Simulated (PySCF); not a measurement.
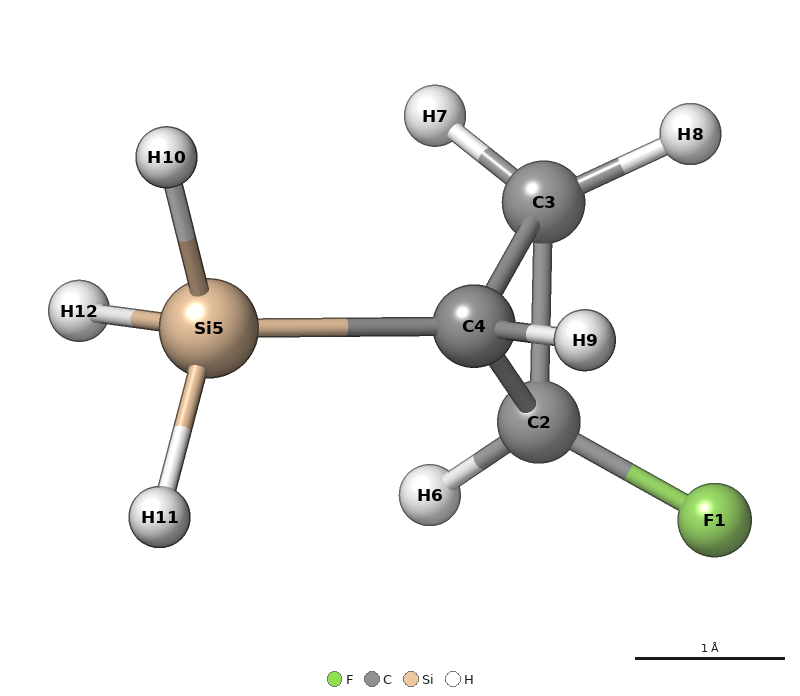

The atoms are numbered. Computed geometry: PBE0-D3(BJ)/def2-SVP optimisation. No frequency run is at hand to confirm it as a minimum.

Which atoms are bonded, and how long are the bonds?

```
   bond  length (Å)   order
  F1–C2       1.356  single
  C2–C3       1.481  single
  C2–C4       1.496  single
  C2–H6       1.096  single
  C3–C4       1.522  single
  C3–H7       1.094  single
  C3–H8       1.093  single
 C4–Si5       1.868  single
  C4–H9       1.096  single
Si5–H10       1.495  single
Si5–H11       1.495  single
Si5–H12       1.497  single
```
